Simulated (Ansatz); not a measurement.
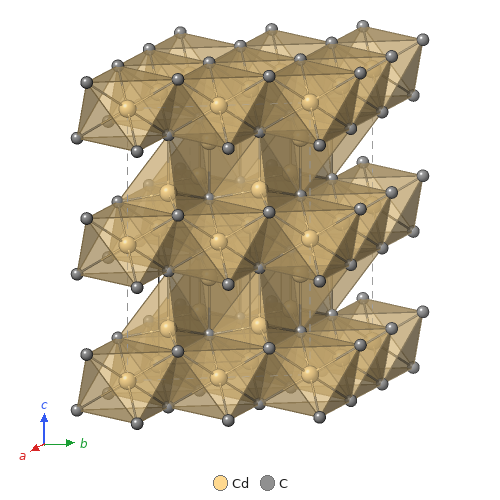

Polyhedra are drawn about Cd (bonds: C–Cd below 3 Å); other atoms are plain spheres.

Cd3C2 (space group P-3m1, No. 164): the end point of a relaxation with DFT r2SCAN, scalar-relativistic, plane waves, PAW in Ansatz 0.2.0; the starting structure was generated, so it need not be a known form of this composition.

What figure surrounds each Cd atom, and what does it share with the other drawn polyhedra?

Cd(1a): CdC6 octahedron, sharing edges with twelve neighbours and corners with twelve neighbours; Cd(2d): CdC4 tetrahedron, sharing corners with twelve neighbours and edges with six neighbours.

How do these polyhedra hang together as a whole?

They form a three-dimensional framework of corner- and edge-sharing octahedra and tetrahedra.
